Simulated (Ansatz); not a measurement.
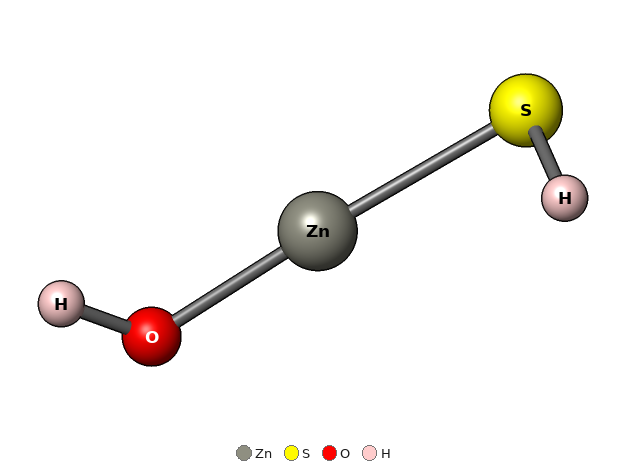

Harmonic vibrations computed with RKS PBE0-D4/def2-TZVP (Ansatz 0.2.0) at a stationary point of the same level.

Question: Minimum or transition state?

Answer: A minimum: no imaginary frequency, and the lowest mode lies at 128 cm⁻¹.

Question: List the wavenumbers.

Answer: 9 modes: 128, 134, 162, 391, 661, 690, 758, 2704, 3911 cm⁻¹.
